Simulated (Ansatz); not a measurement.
# BNH₃ (doublet): from Hartree-Fock to the top rungs at distance B1–N2 = 4.746 Å, cc-pVDZ

Aim: climb from Hartree-Fock through coupled cluster and multireference methods for BNH₃ (doublet) at one geometry and basis, and see what each rung misses.

Computed with Ansatz 0.2.0, Gaussian basis. Level: cc-pVDZ, core rule «outside noble gas», up to 2 orbitals frozen.

Plan: UHF; CCSD(T) on ROHF; CCSD(T) on UHF; BCCD(T) on ROHF; CISD; CCSDT(Q) on ROHF; CCSDT(Q) on UHF; CASSCF and MRCISD+Q, 3 electrons in 3 orbitals; CASSCF and NEVPT2, 3 electrons in 3 orbitals.

23 further runs of the same task are left out: 2 for a mislabelled method, 11 that didn't finish, 10 set aside as unsound or not needed.

**1. The system**

The geometry derives from a PBE0/def2-TZVP stationary point (not a proven minimum). One bond is set to the value named and the two fragments are kept rigid.

5 atoms, charge 0, spin multiplicity 2.

Atoms are counted from 1 here; the program's logs count them from 0.

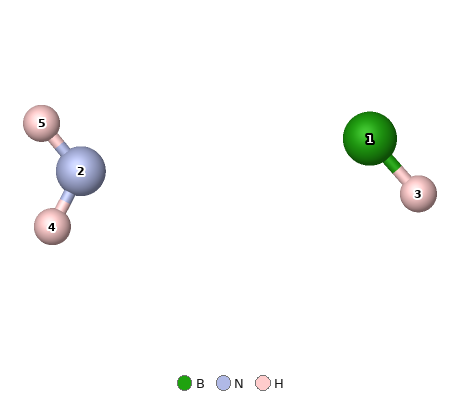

The structure; boron green, nitrogen light blue, hydrogen pink; atoms are numbered from 1 in the order of the file.

Geometry (Å):

```xyz
5

B     0.0000   -0.5289    2.6955
N     0.0000    0.3249   -1.9731
H     0.0000    0.3087    3.5482
H     0.0000    1.2533   -2.3733
H     0.0000   -0.4045   -2.6671
```

**2. UHF**

Input file in.yaml:

```yaml
crystal:
  periodic: [false, false, false]
  atoms:
    - {symbol: B, position_ang: [0.000000, -0.528900, 2.695464]}
    - {symbol: N, position_ang: [0.000000, 0.324932, -1.973100]}
    - {symbol: H, position_ang: [0.000000, 0.308722, 3.548183]}
    - {symbol: H, position_ang: [0.000000, 1.253251, -2.373312]}
    - {symbol: H, position_ang: [0.000000, -0.404458, -2.667058]}
basis:
  gaussian: {orbitals: cc-pVDZ}
magnetization: {spin_polarized: true, initial_magnetization: 1}
hamiltonian: {xc: hf}
output: {orbitals: {seedname: orbitals}}
```

The run is started by

```
ansatz run in.yaml --threads 1 --pin off --events-out ev --progress --plain --max-ram 2393MiB
```

The runs that follow: CCSD(T) on ROHF; CCSD(T) on UHF; BCCD(T) on ROHF; CISD; CCSDT(Q) on ROHF; CCSDT(Q) on UHF; CASSCF and MRCISD+Q, 3 electrons in 3 orbitals; CASSCF and NEVPT2, 3 electrons in 3 orbitals.

**Question.** What will the summary of the whole plan be? Wanted: UCCSDT(Q) below the RHF energy; RMP2 from UCCSDT(Q); UMP2 from UCCSDT(Q); RCCSD from UCCSDT(Q); RCCSD(T) from UCCSDT(Q); UCCSD(T) from UCCSDT(Q); RCCSDT(Q) from UCCSDT(Q); NEVPT2 pair from UCCSDT(Q); MRCISD+Q pair from UCCSDT(Q).

The runs gave:

| quantity | value |
| --- | --- |
| UCCSDT(Q) below the RHF energy | -7.0278 eV |
| RMP2 from UCCSDT(Q) | +134.5 kJ/mol |
| UMP2 from UCCSDT(Q) | +146.7 kJ/mol |
| RCCSD from UCCSDT(Q) | +12.8 kJ/mol |
| RCCSD(T) from UCCSDT(Q) | +2.6 kJ/mol |
| UCCSD(T) from UCCSDT(Q) | +2.8 kJ/mol |
| RCCSDT(Q) from UCCSDT(Q) | 0.0 kJ/mol |
| NEVPT2 pair from UCCSDT(Q) | +121.0 kJ/mol |
| MRCISD+Q pair from UCCSDT(Q) | +5.3 kJ/mol |
| levels within 1 kcal/mol (43 meV) | RCCSD(T), UCCSD(T), BCCD(T), RCCSDT, UCCSDT, RCCSDT(Q) |
| T1 diagnostic | 0.013 |

**Reading.** RCCSD(T) misses by +2.6 kJ/mol, 0.4 % of the correlation energy. Of the multireference levels listed MRCISD+Q pair comes nearest in total energy (+5.3 kJ/mol), which doesn't show that its space is the better one. Coupled cluster took another determinant than the lowest Hartree-Fock one. These misses are within one basis, not against nature; the frozen cores of restricted and unrestricted runs differ, which can shift their rows.
